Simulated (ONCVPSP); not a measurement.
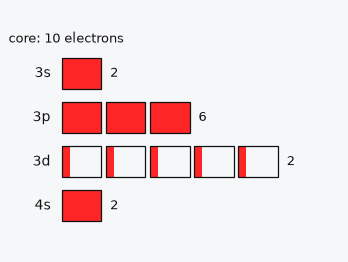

*The valence shells of the reference configuration: a box for each of the 2l + 1 orbitals, shaded by the share of the shell that is filled, with the electron count at the right. The shells are those of the unaltered input.*

Pseudopotential generation, with input and output: Ti

System: titanium (Ti, Z = 22), core [Ne], reference valence 3s2 3p6 3d2 4s2, valence charge 12. (This line and the method describe the unaltered input from which the odd one was made.)
Method: ONCV potential, PBE, scalar-relativistic, made with ONCVPSP 4.0.1.

### Input
```
# ATOM AND REFERENCE CONFIGURATION
# atsym  z   nc   nv     iexc    psfile
  Ti 22.00    3    4        4      upf
#
#   n    l    f
    1    0    2.00
    2    0    2.00
    2    1    6.00
    3    0    2.00
    3    1    6.00
    3    2    2.00
    4    0    2.00
#
# PSEUDOPOTENTIAL AND OPTIMIZATION
# lmax
    2
#
#   l,   rc,      ep,       ncon, nbas, qcut
    0    2.00    0.00    3   11    6.30
    1    1.50    0.00    4    8    7.70
    2    1.30    0.00    3    6    8.60
#
# LOCAL POTENTIAL
# lloc, lpopt,  rc(5),   dvloc0
    2    5    1.30    0.00
#
# VANDERBILT-KLEINMAN-BYLANDER PROJECTORs
# l, nproj, debl
    0    3    3.30
    1    1    0.60
    2    0    1.20
#
# MODEL CORE CHARGE
# icmod, fcfact, rcfact
    3    4.75    1.15
#
# LOG DERIVATIVE ANALYSIS
# epsh1, epsh2, depsh
   -4.00    5.00    0.02
#
# OUTPUT GRID
# rlmax, drl
    6.00    0.01
#
# TEST CONFIGURATIONS
# ncnf
    4
# nvcnf
#   n    l    f
    4
    3    0    2.00
    3    1    6.00
    3    2    2.00
    4    0    1.00
#
    4
    3    0    2.00
    3    1    6.00
    3    2    2.00
    4    0    0.00
#
    4
    3    0    2.00
    3    1    6.00
    3    2    1.00
    4    0    0.00
#
    4
    3    0    2.00
    3    1    6.00
    3    2    1.00
    4    0    2.00
#
```

Hardware: 1 CPU thread, shared host.

Launched with:
```bash
oncvpsp.x < Ti.dat > Ti.out
```

### Output (extracts)
```
ONCVPSP  (Optimized Norm-Conservinng Vanderbilt PSeudopotential)
scalar-relativistic version 4.0.1

ONCVPSP  (Optimized Norm-Conservinng Vanderbilt PSeudopotential)
scalar-relativistic version 4.0.1 03/01/2019

While it is not required under the terms of the GNU GPL, it is
suggested that you cite D. R. Hamann, Phys. Rev. B 88, 085117 (2013)
in any publication utilizing these pseudopotentials.

test_data: must have ncon+2 <= nbas <= ncon+5, l=   0
ERROR: test_data found   1 ERROR; stopping
```

### What the run reported

| quantity | value |
| --- | --- |
| outcome | refused by the program |

### What went wrong

The input is odd on purpose: nbas of l = 0 set to 11. The generator stopped with the message “test_data: must have ncon+2 <= nbas <= ncon+5, l= 0”.
